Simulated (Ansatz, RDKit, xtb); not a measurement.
# C5H5B2N: which of the isomers drawn lies lowest?

A sample of isomers of C5H5B2N is drawn. Aim: find which of them has the lowest free energy at 298.15 K, then its properties. The sample is small against all isomers, and the most stable one of this formula need not be in it.

The funnel: GFN2-xTB relaxations, single points with a density functional, relaxations at B3LYP-D3(BJ)/def2-SVP, harmonic vibrations (at GFN2-xTB), and a last energy at a higher level. All values are calculated.

### 1 Drawing up candidates

Isomers were taken from a list of plausible structures; this is a sample, not all of them. That gives 10 candidates.

```csv
label,SMILES,spin
c019,BC1=CBC(C#N)=C1,singlet
c202,BC1=CB(C#N)C=C1,singlet
c213,BB1C=CC=C1C#N,singlet
c359,BC1=CC=CB1C#N,singlet
c374,BB1C=CC(C#N)=C1,singlet
c376,BC1=CBC=C1C#N,singlet
c808,BC1=CC=C(C#N)B1,singlet
c848,BC1=C(C#N)BC=C1,singlet
c854,BC1=C(C#N)C=CB1,singlet
c950,BC1=CC(C#N)=CB1,singlet
```

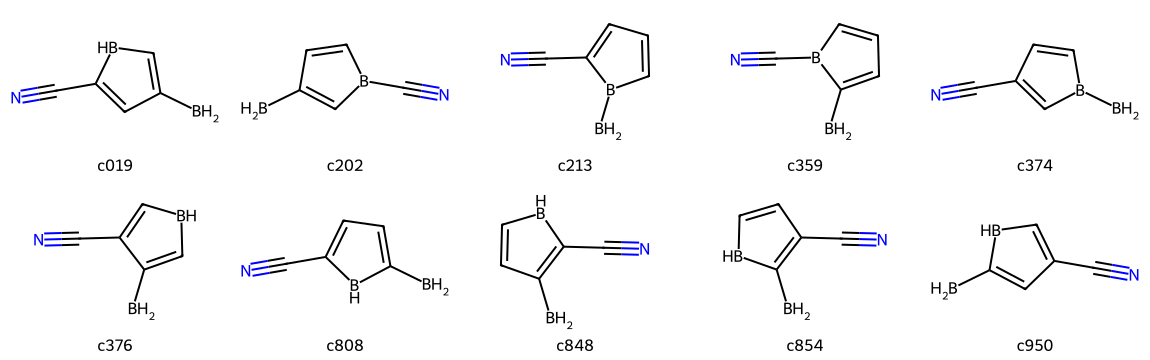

Structural formulas of the candidates.

Candidates are built by distance geometry, with a force field where one applies, in up to four conformers (letters a to d).

**Question.** With final energies at CCSD(T)/def2-SVP + MP2/def2-TZVPP - MP2/def2-SVP, which structure will this search put lowest in free energy, and by what margin?

| quantity | value |
| --- | --- |
| lowest structure found | BC1=CC=CB1C#N, singlet |
| next finalist | BC1=CB(C#N)C=C1, singlet, 2.8 kcal/mol higher in G |
| share at equilibrium, among the finalists | 99.1 % |

`BC1=CC=CB1C#N` comes out lowest. The margin, 2.8 kcal/mol, is modest. HF/STO-3G, r2SCAN-D4/def2-SVP, B3LYP-D3(BJ)/def2-SVP, HF/def2-SVP and MP2/def2-SVP already put its bonding pattern lowest among the structures in one piece; GFN2-xTB favours the singlet BC1=C(C#N)BC=C1. It still has an imaginary mode, so it is no strict minimum; a nearby shape lies a little lower. The search is not exhaustive (a finite list of starts, one conformer a finalist), so a lower isomer can't be ruled out. Only 10 drawn patterns were tried, so whole families of isomers are missing, and the result ranks this sample alone. The lowest isomer need not be the one that is made and kept in a bottle, which depends on barriers.
